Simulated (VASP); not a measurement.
Given:

```
CELL_PARAMETERS angstrom
      0.00000     2.73436     2.73436
      2.73436     0.00000     2.73436
      2.73436     2.73436     0.00000
ATOMIC_POSITIONS crystal
  Si 0.00000 0.00000 0.00000
  Si 0.25000 0.25000 0.25000
```

The numbers are results of PW91 GGA, VASP's PBE PAW potentials (set 64) (plane waves; VASP 6.6.1), not measurements. Numerical set-up: 520 eV cut-off, 9×9×9 Γ-centred mesh, tetrahedra with Blöchl corrections, potentials Si.

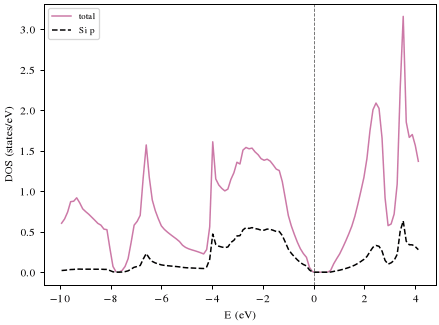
Figure: Total and projected density of states, zero at the valence-band maximum

Within 2 eV below the valence-band maximum the largest weight inside VASP's projection spheres is Si p.

It has a band gap.

The compound is Si in the diamond structure. It was relaxed first.
